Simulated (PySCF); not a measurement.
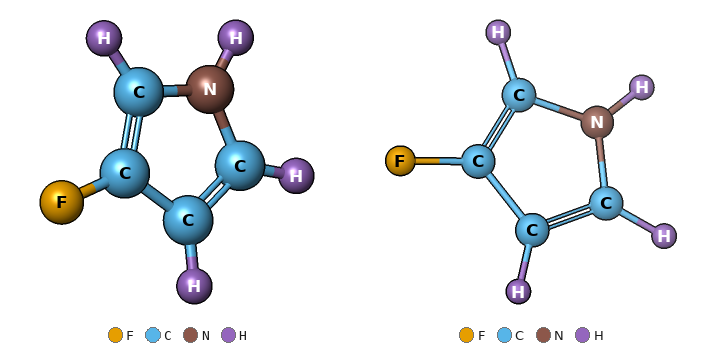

The same structure drawn twice, from different directions.

Describe the molecule.

Formula C₄H₄FN. Its SMILES string is `Fc1cc[nH]c1`. Independent rings (smallest set): 1 of 5 members, 1 of them aromatic. Among its groups: C–F bond. This geometry has Cs symmetry. All atoms lie on one plane. Coordination: 4 C trigonal planar; 1 N trigonal planar.

The parts below concern this one geometry. Atoms keep their numbers from picture to picture. The computed structure is the end point of a PBE0-D3(BJ)/def2-SVP optimisation. No frequency run is at hand to confirm it as a minimum.

## Geometry

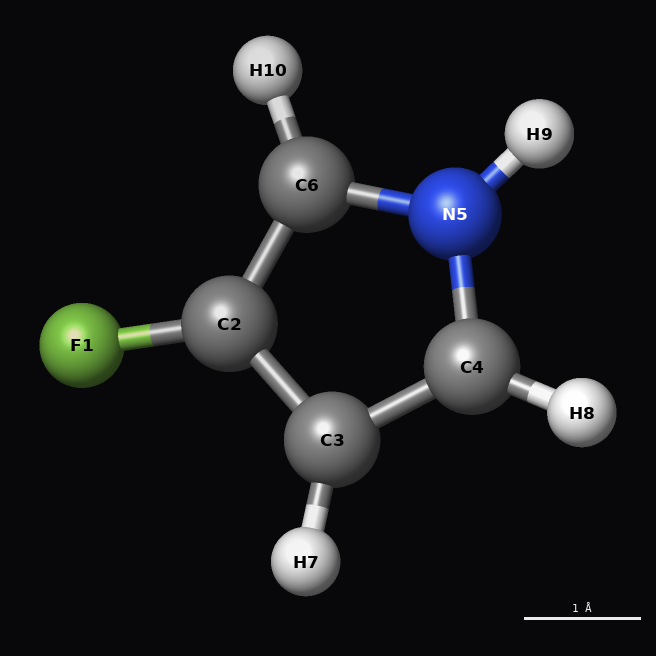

The atoms are numbered. No frequency run is at hand to confirm it as a minimum.

Estimate the angles F1–C2–C3, F1–C2–C6, C2–C3–H7, C2–C6–N5, C2–C6–H10, C3–C2–C6, C3–C4–H8, C4–C3–H7, C4–N5–H9, N5–C4–H8, N5–C6–H10, C6–N5–H9.

```csv
angle,degrees
F1–C2–C3,125.5
F1–C2–C6,125.3
C2–C3–H7,126.8
C2–C6–N5,106.1
C2–C6–H10,130.9
C3–C2–C6,109.2
C3–C4–H8,130.3
C4–C3–H7,127.3
C4–N5–H9,125.0
N5–C4–H8,121.4
N5–C6–H10,123.0
C6–N5–H9,124.5
```

## Excitation

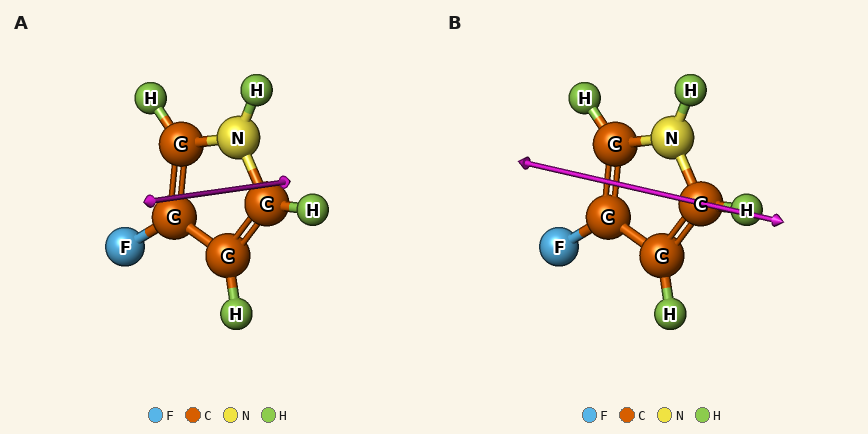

The double arrows show the directions of two transition dipoles from the ground state (lengths mean nothing). No frequency run is at hand to confirm it as a minimum. Properties computed with TDDFT PBE0/def2-SVPD, vertical, gas phase, core orbitals frozen in the response (PySCF 2.14.0).

> One belongs to singlet state 5 and one to singlet state 6. Which is which?

A: state 6, 6.82 eV (182 nm), oscillator strength 0.025, mainly HOMO → LUMO+3 (weight 0.96); polarised normal to the molecular plane.
B: state 5, 6.77 eV (183 nm), oscillator strength 0.085, mainly HOMO−1 → LUMO+1 (weight 0.57).

## Ring current

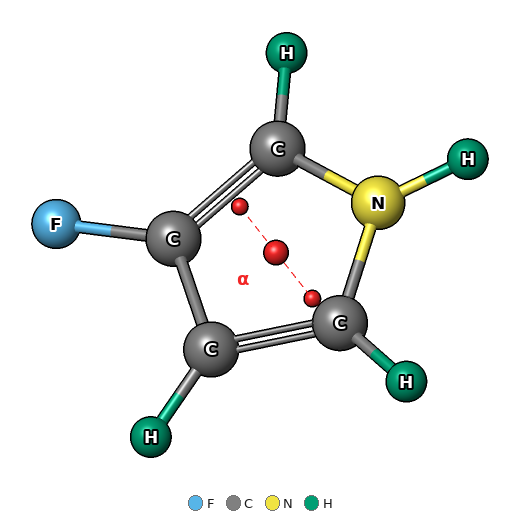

The small points mark where nucleus-independent chemical shifts (NICS) were computed: at the centre of each lettered ring and 1 Å above and below it. No frequency run is at hand to confirm it as a minimum. Method: GIAO PBE0/pcSseg-1 NMR shielding, non-relativistic, gas phase (PySCF 2.14.0).

Give NICS(0), NICS(1) and the out-of-plane component NICS(1)zz for each ring (means of the two sides).

```tsv
ring	members	NICS(0)	NICS(1)	NICS(1)zz
α	C4N	−16.3	−10.9	−28.7
```

Values in ppm.

> What do the values say about the ring currents?

Ring α: diatropic, as in an aromatic ring. NICS is one index among several.

## NMR shielding

The questions are on isotropic NMR shieldings of the H atoms. No frequency run is at hand to confirm it as a minimum. Properties computed with GIAO PBE0/pcSseg-1 NMR shielding, non-relativistic, gas phase (PySCF 2.14.0).

Give the isotropic NMR shieldings of the H atoms atom by atom.

```
atom  σ (ppm)
  H7    25.13
  H8    24.89
  H9    24.43
 H10    24.81
```
